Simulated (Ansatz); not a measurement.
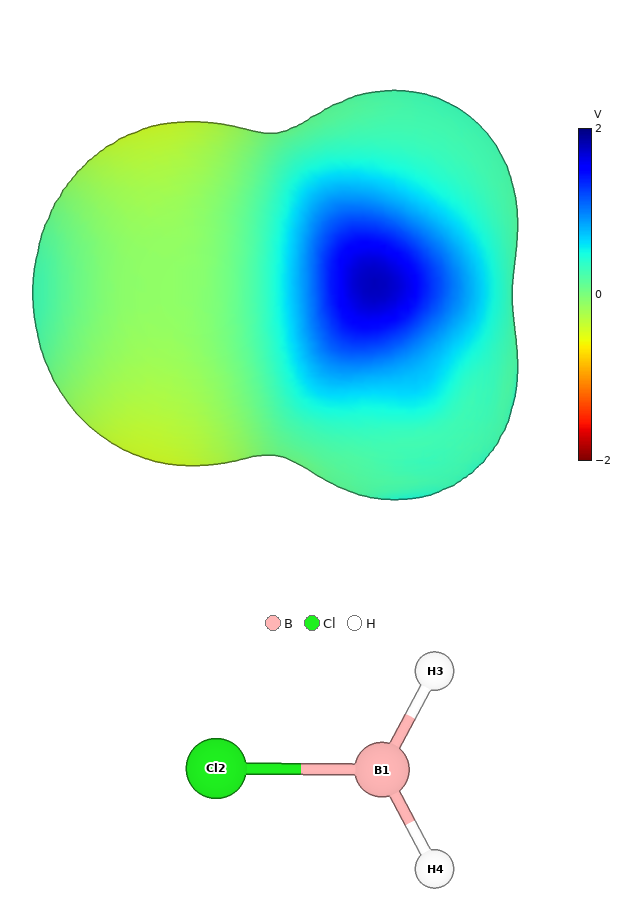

Figure. BClH2. The molecular electrostatic potential painted on the density surface at 0.002 e/bohr³, seen across its widest extent; the colour scale runs from red (negative) to blue (positive). The bare structure is drawn below in the same view.

These are results of RKS B3LYP-D4/def2-mTZVP in Ansatz, not measurements.

**Where is the surface potential most negative and most positive?**

The most negative region (about −0.4 V, or −9 kcal/mol for a unit charge) lies over Cl2, the most positive (about +1.7 V, or +39 kcal/mol for a unit charge) over B1. Cl2 shows a σ-hole: about +0.3 V at the tip opposite its bond, against about −0.2 V on its flanks.
